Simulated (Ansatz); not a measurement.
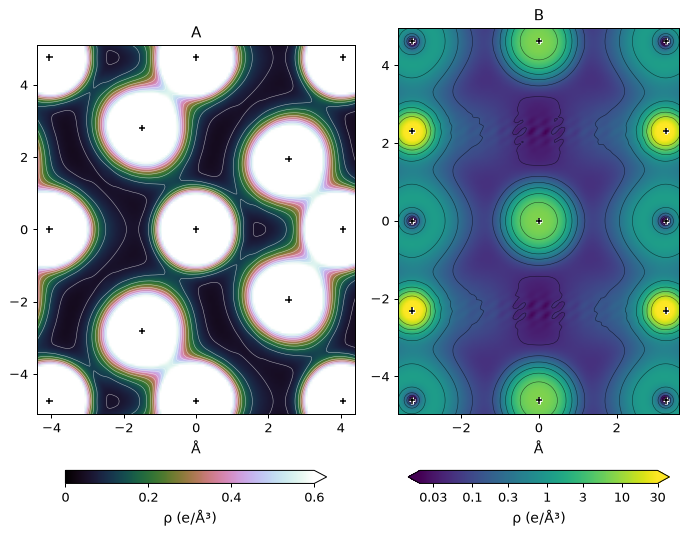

The valence electron density of 2 systems, each on a plane through atoms (crosses mark nuclei in the plane).

Computed with DFT, r2SCAN+rVV10, plane waves, PAW in Ansatz.

System 1: SrPd3Se4, the (110) plane of the conventional cell. Space group I-42m; a structure from a database of computed crystals, not necessarily the ambient phase; started from the VAg3O4-121 prototype, which need not be the ambient phase.

```
CELL_PARAMETERS angstrom
6.72572 0.00000 0.00000
0.00000 6.72572 0.00000
0.00000 0.00000 8.11360
ATOMIC_POSITIONS crystal
Sr 0.00000 0.00000 0.00000
Sr 0.50000 0.50000 0.50000
Pd 0.00000 0.50000 0.25000
Pd 0.50000 0.00000 0.75000
Pd 0.00000 0.00000 0.50000
Pd 0.50000 0.50000 0.00000
Pd 0.50000 0.00000 0.25000
Pd 0.00000 0.50000 0.75000
Se 0.79599 0.20401 0.31552
Se 0.29599 0.70401 0.81552
Se 0.20401 0.20401 0.68448
Se 0.70401 0.70401 0.18448
Se 0.29599 0.29599 0.18448
Se 0.79599 0.79599 0.68448
Se 0.20401 0.79599 0.31552
Se 0.70401 0.29599 0.81552
```

System 2: ScGaS3, the (101̄) plane of the calculation cell. Space group Pm-3m; a structure from a database of computed crystals, not necessarily the ambient phase; started from the CsInF3-225 prototype, which need not be the ambient phase.

Q: Which map belongs to which system?

A: Panel A is system 1, SrPd3Se4: the plane holds Sr, Pd and Se. Pd–Se (2.45 Å): ρ at the midpoint is about 0.56 e/Å³. Panel B is system 2, ScGaS3: the plane holds Sc, Ga and S. Ga–S (2.31 Å): ρ is about 0.55 e/Å³ halfway.
